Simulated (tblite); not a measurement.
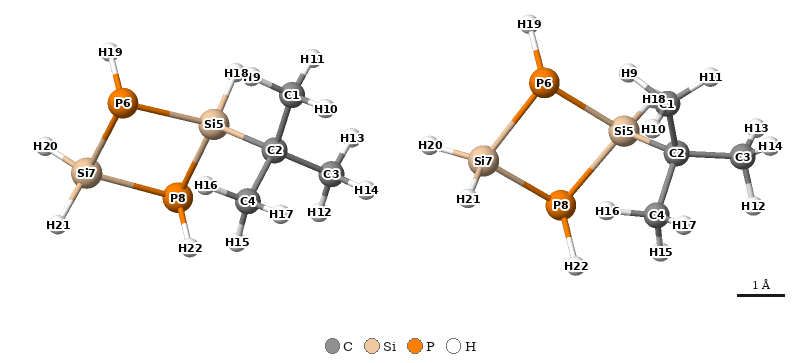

Two geometries of C4H14P2Si2, drawn at one scale. One is the start of a relaxation, the other its converged end. The picture is a ball-and-stick view, seen at a tilt.

Method: tblite, GFN2-xTB geometry optimisation, gas phase. 

### Which of the two is the end point?

The left one is the relaxed one. The largest move after the best rigid fit is that of H10, 1.65 Å. By element the largest moves are H 1.65 Å, P 0.77 Å, C 0.64 Å, Si 0.60 Å. Some distances before and after: P8–H22 1.463 → 1.380 Å, P6–Si7 2.203 → 2.264 Å, Si5–P6 2.210 → 2.271 Å, C2–Si5 1.861 → 1.917 Å. Bond angles that change, for instance: Si7–P6–H19 116.6° → 95.5°, Si5–P6–H19 115.6° → 94.9°, Si5–P8–H22 113.4° → 96.4°. Groups turn about C1–C2 by about 50°, C2–Si5 by about 45°, C2–C3 by about 35°. Over 136 geometry steps the energy falls by 1.462 eV. The run took 2.3 s on 1 thread of Intel(R) Xeon(R) Platinum 8488C, with other jobs on the host.
